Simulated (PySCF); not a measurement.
**P₄⁺: relaxation and vibrations of the quartet**

Where does quartet P₄⁺ go from a rhombus start, is the end point a minimum, and what are its modes, charges and moments?

Method: PBE0, basis P def2-TZVP, no relativity, density fitting; program: PySCF 2.14.0.

### Step 1. Starting geometry

4 atoms, charge 1, spin multiplicity 4.

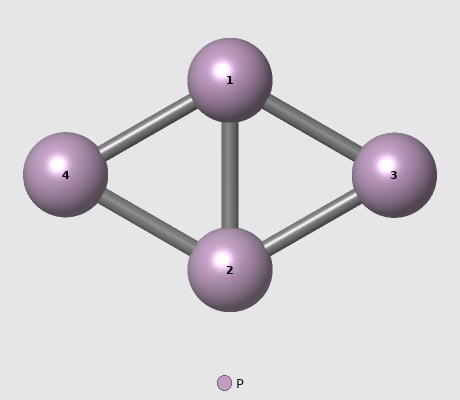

As it starts; phosphorus pink; atoms are numbered from 1 in the order of the file.

```xyz
4
charge 1 multiplicity 4
P     0.0000    1.1100    0.0000
P     0.0000   -1.1100    0.0000
P     1.9226    0.0000    0.0000
P    -1.9226    0.0000    0.0000
```

### Step 2. The SCF at the typed geometry

The steps below are one call of a driver around PySCF. For each, scf.py gives the equivalent set-up of the SCF; relaxations use the driver's own optimiser. After this first run the driver tries any further starts and a stability analysis.

File scf.py:

```python
from pyscf import gto, scf, dft
mol = gto.M(atom='''
P      0.000000     1.110000     0.000000
P      0.000000    -1.110000     0.000000
P      1.922600     0.000000     0.000000
P     -1.922600     0.000000     0.000000''',
    basis={'P': 'def2-TZVP'},
    charge=1, spin=3)
mf = dft.UKS(mol, xc='PBE0')
mf.grids.atom_grid = (50, 194)
aux = {'P': 'def2-universal-JKFIT'}
mf = mf.density_fit(auxbasis=aux)
mf.conv_tol = 1e-08
mf.diis_space = 10
mf.max_cycle = 60
mf.init_guess = 'minao'
mf.verbose = 4
mf.kernel()
```

Launch:

```
> OMP_NUM_THREADS=4 python axn.py task.json out
```

Standard output:

```text
init E= -1365.31701771962
[... the frontier-level lines of each cycle are left out ...]
cycle= 1 E= -1364.54713200705  delta_E= 0.77  |g|= 0.228  |ddm|= 1.59
cycle= 2 E= -1364.56599542341  delta_E= -0.0189  |g|= 0.15  |ddm|= 0.497
cycle= 3 E= -1364.57542053977  delta_E= -0.00943  |g|= 0.0254  |ddm|= 0.17
cycle= 4 E= -1364.57581453657  delta_E= -0.000394  |g|= 0.00811  |ddm|= 0.032
cycle= 5 E= -1364.57589135022  delta_E= -7.68e-05  |g|= 0.00272  |ddm|= 0.0149
cycle= 6 E= -1364.57589732304  delta_E= -5.97e-06  |g|= 0.00249  |ddm|= 0.00584
cycle= 7 E= -1364.57590181568  delta_E= -4.49e-06  |g|= 0.000422  |ddm|= 0.00296
cycle= 8 E= -1364.57590211113  delta_E= -2.95e-07  |g|= 6.67e-05  |ddm|= 0.00101
cycle= 9 E= -1364.57590212231  delta_E= -1.12e-08  |g|= 2.1e-05  |ddm|= 0.000205
cycle= 10 E= -1364.57590212301  delta_E= -7.04e-10  |g|= 5.74e-06  |ddm|= 4.05e-05
Extra cycle  E= -1364.57590212307  delta_E= -5.57e-11  |g|= 4.39e-06  |ddm|= 1.28e-05
converged SCF energy = -1364.57590212307  <S^2> = 3.7750602  2S+1 = 4.0125105
```

This step, with its further starts and checks, took 18 s on 4 threads of Arm Neoverse V1, shared host.

Energies from each starting density:

| start | energy (Eh) |
| --- | --- |
| the minimal-basis guess | -1364.575902 |
| a thermally smeared density | -1364.575902 |
| a smeared PBE density | -1364.575902 |

The test of internal stability and the other starts found no lower solution of this spin.

### Step 3. Relaxing the quartet from the rhombus start

The program finds D2h symmetry in the start, which this walk keeps. The walk stops when the largest gradient is under 0.0003 Eh/bohr and the energy has settled too.

Edit scf.py of step 2 so:

```diff
@@ -16 +15,0 @@
-mf.init_guess = 'minao'
```

The optimiser's trace:

| step | energy (Eh) | change (kJ/mol) | largest symmetric gradient (Eh/bohr) |
| --- | --- | --- | --- |
| 0 | -1364.575902 | 0.00 | 0.04048 |
| 1 | -1364.593111 | -45.18 | 0.02098 |
| 2 | -1364.600501 | -64.58 | 0.01430 |
| 3 | -1364.602023 | -68.58 | 0.00676 |
| 4 | -1364.602274 | -69.24 | 0.00085 |
| 5 | -1364.602278 | -69.25 | 0.00005 |

The walk took 17 s.

Geometry (Å) and forces (eV/Å) at some steps:

```
step 0
P    0.000   1.110   0.000   0.000   1.728   0.000
P    0.000  -1.110   0.000   0.000  -1.728   0.000
P    1.923   0.000   0.000  -2.082   0.000   0.000
P   -1.923   0.000   0.000   2.082   0.000   0.000
step 1
P    0.000   1.173   0.000   0.000   0.890   0.000
P    0.000  -1.173   0.000   0.000  -0.890   0.000
P    1.825   0.000   0.000  -1.079   0.000   0.000
P   -1.825   0.000   0.000   1.079   0.000   0.000
step 3
P    0.000   1.279   0.000   0.000   0.348   0.000
P    0.000  -1.279   0.000   0.000  -0.348   0.000
P    1.695   0.000   0.000   0.164   0.000   0.000
P   -1.695   0.000   0.000  -0.164   0.000   0.000
step 5
P    0.000   1.302   0.000   0.000   0.002   0.000
P    0.000  -1.302   0.000   0.000  -0.002   0.000
P    1.689   0.000   0.000   0.003   0.000   0.000
P   -1.689   0.000   0.000  -0.003   0.000   0.000
```

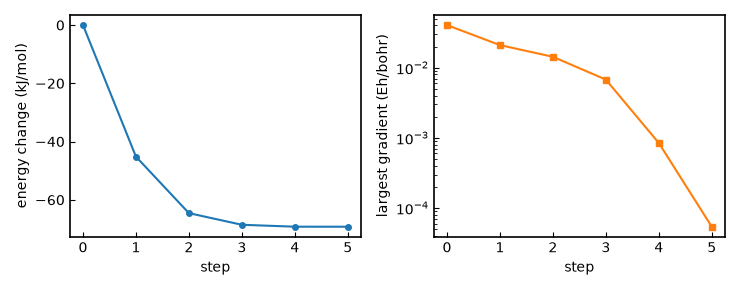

Energy and largest gradient along the walk.

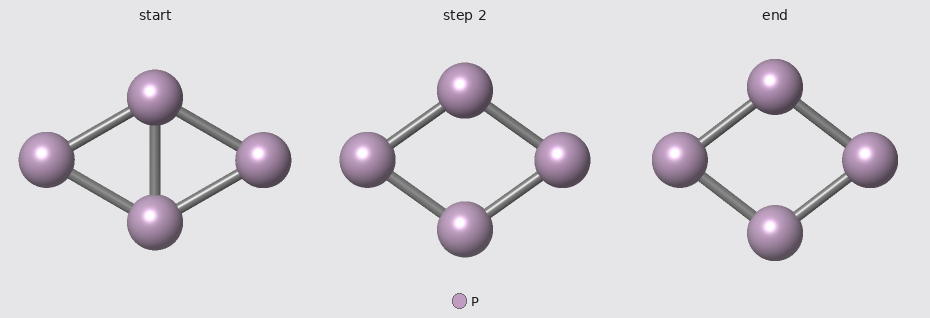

Start and end of the relaxation, with a step between.

It settles in D2h symmetry, 69.2 kJ/mol below the start, after 5 steps: P–P 2.132 Å (×4), P–P 2.603 Å; P–P–P 52.4° (×4), P–P–P 75.2° (×2), P–P–P 104.8° (×2).

### Step 4. Frequencies

On the finer grid the gradient is checked again; gradients at displacements of ±0.02 bohr then give force constants and infrared intensities.

Edit scf.py of step 3 so:

```diff
@@ -3,4 +3,4 @@
-P      0.000000     1.110000     0.000000
-P      0.000000    -1.110000     0.000000
-P      1.922600     0.000000     0.000000
-P     -1.922600     0.000000     0.000000''',
+P      0.000000     1.301408     0.000000
+P     -0.000000    -1.301408     0.000000
+P      1.689329    -0.000000     0.000000
+P     -1.689329     0.000000     0.000000''',
@@ -10 +10 @@
-mf.grids.atom_grid = (50, 194)
+mf.grids.atom_grid = (75, 302)
@@ -13 +13 @@
-mf.conv_tol = 1e-08
+mf.conv_tol = 1e-10
```

The driver hands on the density of the step before, so the log starts near convergence.

SCF at the final geometry:

```text
init E= -1364.60231260424
[... the frontier-level lines of each cycle are left out ...]
cycle= 1 E= -1364.60231260406  delta_E= 1.86e-10  |g|= 1.71e-05  |ddm|= 2.22e-05
cycle= 2 E= -1364.60231260276  delta_E= 1.3e-09  |g|= 4.48e-05  |ddm|= 5.7e-05
cycle= 3 E= -1364.60231260428  delta_E= -1.52e-09  |g|= 1.49e-06  |ddm|= 4.14e-05
cycle= 4 E= -1364.60231260428  delta_E= -7.5e-12  |g|= 3.73e-07  |ddm|= 1.69e-06
Extra cycle  E= -1364.60231260428  delta_E= 5.68e-12  |g|= 9.48e-07  |ddm|= 1.21e-06
converged SCF energy = -1364.60231260428  <S^2> = 3.7624153  2S+1 = 4.0062028
```

The whole step took 58 s.

Geometry: D2h; P–P 2.132 Å (×4), P–P 2.603 Å; P–P–P 52.4° (×4), P–P–P 75.2° (×2), P–P–P 104.8° (×2).

Harmonic modes (main isotopes):

```csv
symmetry,ω (cm⁻¹),IR (km/mol),μ (u)
b3u,164,0.8,30.97
ag,253,0.0,30.97
b2u,342,0.3,30.97
b1u,429,7.6,30.97
b3g,530,0.0,30.97
ag,532,0.0,30.97
```

μ is the mass of the mode for normalised Cartesian displacements, not the reduced mass of the usual diatomic formula.

All wavenumbers are real: a minimum.

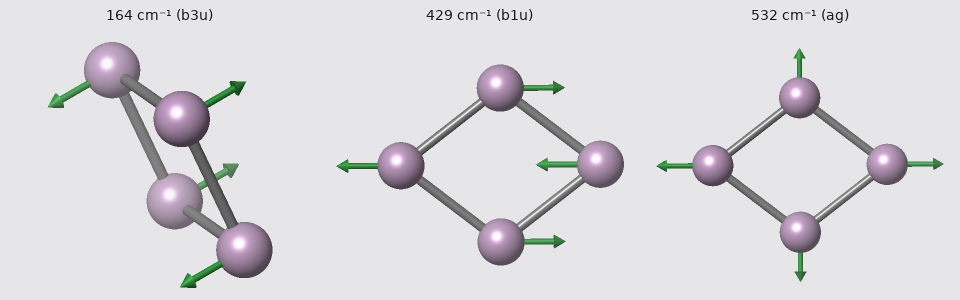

Displacements of 3 of the modes, as arrows (one member where a mode is degenerate).

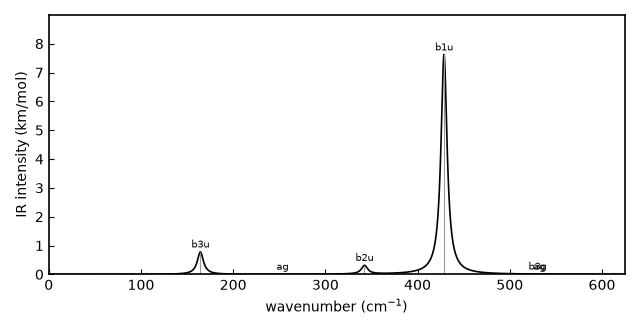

The harmonic infrared spectrum (widths in cm⁻¹). Lines are broadened to a width of 8 cm⁻¹ (Lorentzian).

Constants and moments:

| Property | Result |
| --- | --- |
| Dipole moment about the centre of mass | 0.00 D |
| Highest occupied level | -12.32 eV |
| Lowest empty level | -9.94 eV |
| Rotational constants | 0.1607, 0.09536, 0.05984 cm⁻¹ |
| Zero-point energy | 13.5 kJ/mol |
| Principal polarisabilities | 46.8, 90.6, 107.9 bohr³ |
| Principal traceless quadrupole moments about the centre of mass | -8.23, 1.56, 6.66 D Å |
| Entropy at 298.15 K and 1 bar (electronic part: spin only) | 312.9 J/(mol K) |
| Heat capacity Cp at 298.15 K | 70.9 J/(mol K) |
| Enthalpy at 298.15 K above 0 K | 15.58 kJ/mol |
| Rotational symmetry number | 4 |
| Spin squared ⟨S²⟩ | 3.762 |

Populations by atom (charges in e):

```json
{"atom": "P1", "Mulliken": "0.25", "Löwdin": "0.25", "polar tensor": "0.21", "spin (Mulliken)": "0.77", "Mayer order to P1": "–"}
{"atom": "P2", "Mulliken": "0.25", "Löwdin": "0.25", "polar tensor": "0.21", "spin (Mulliken)": "0.77", "Mayer order to P1": "0.64"}
{"atom": "P3,4", "Mulliken": "0.25", "Löwdin": "0.25", "polar tensor": "0.29", "spin (Mulliken)": "0.73", "Mayer order to P1": "1.22"}
```

Mulliken populations on P1: s 5.77, p 8.74, d 0.22, f 0.02.

### Step 5. What came out

| quantity | value |
| --- | --- |
| minimum | quartet, D2h |
| geometry | P–P 2.132 Å (×4), P–P 2.603 Å; P–P–P 52.4° (×4), P–P–P 75.2° (×2), P–P–P 104.8° (×2) |
| wavenumbers (cm⁻¹) | 164 (b3u), 253 (ag), 342 (b2u), 429 (b1u), 530 (b3g), 532 (ag) |
| dipole moment (centre of mass) | 0.00 D |
| highest occupied, lowest empty level (either spin) | -12.32, -9.94 eV |
| polar-tensor charge of P1 | +0.21 e |
| zero-point energy | 13.5 kJ/mol |
| entropy at 298.15 K | 312.9 J/(mol K) |
| ⟨S²⟩ | 3.762 |

**Reading.** The rhombus start keeps its D2h symmetry and ends in a minimum. In the infrared the band at 429 cm⁻¹ (b1u) leads. Other starts or spin states, not run here, may lie lower.

The search up to here took 92 s.
